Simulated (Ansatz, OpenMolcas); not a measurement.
## A small benchmark: atomisation enthalpy at 298 K

6 molecules without hydrogen; the atomisation enthalpy at 298 K in kJ/mol, computed less measured. Shapes, held fixed at every level: PBE0-D4/def2-TZVP; CS at the measured bond length. Thermal terms are harmonic and unscaled (PBE0-D4/def2-TZVP, wB97M-V/def2-TZVPD); the spin-orbit lowering of the free atoms is taken from their spectra. Programs: OpenMolcas 26.06. Measured values: Active Thermochemical Tables, NIST-JANAF tables.

Levels: A = revPBE/cc-pVTZ; B = r2SCAN/cc-pVTZ; C = B3LYP/cc-pVTZ; D = PBE0/cc-pVTZ.

| molecule | from tabulated heats | A | B | C | D |
| --- | --- | --- | --- | --- | --- |
| CS (carbon monosulfide) | 714 | -5 | -20 | -32 | -24 |
| NClO (SMILES O=NCl) | 790 | +75 | +24 | +3 | +4 |
| SiO2 (silicon dioxide molecule) | 1254 | -51 | -41 | -75 | -94 |
| C2N2 (SMILES [C-]#[N+][N+]#[C-]) | 1766 | +65 | -8 | +18 | +31 |
| NF3 (nitrogen trifluoride) | 843 | +77 | +35 | +9 | +17 |
| NO2F (nitryl fluoride) | 1159 | +127 | +71 | +24 | +37 |

(1) Sum up the errors.

Results:

(1) 
| level | kind | mean error | mean absolute error | worst case |
| --- | --- | --- | --- | --- |
| revPBE/cc-pVTZ | GGA | +48.0 | 66.7 | NO2F |
| r2SCAN/cc-pVTZ | meta-GGA | +10.2 | 33.2 | NO2F |
| B3LYP/cc-pVTZ | global hybrid | -8.8 | 26.8 | SiO2 |
| PBE0/cc-pVTZ | global hybrid | -4.8 | 34.5 | SiO2 |

On this set B3LYP/cc-pVTZ has the smallest mean absolute error and revPBE/cc-pVTZ the largest. revPBE/cc-pVTZ is too high in 4 of 6; B3LYP/cc-pVTZ is too high in 4 of 6; PBE0/cc-pVTZ is too high in 4 of 6. The heats of NO2F come from older tables and can be uncertain by 10 kJ/mol or more. Heats of the atoms come from ATcT where it has them. The tabulated value of SiO2 is in doubt (older tables, estimates, or at odds with other calculations) and kept here. Over the 5 molecules whose values aren't doubted the mean absolute errors are A 69.8; B 31.6; C 17.2; D 22.6. The set is small.

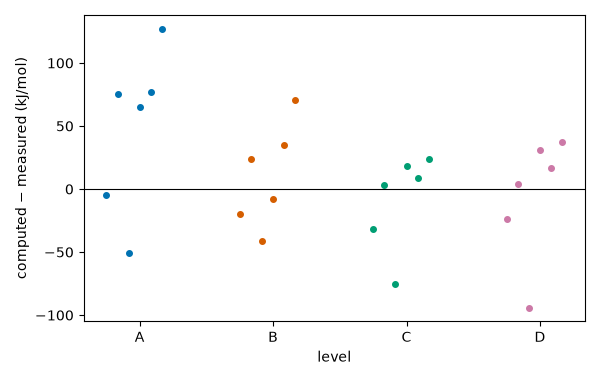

Errors of each level, one point a molecule.
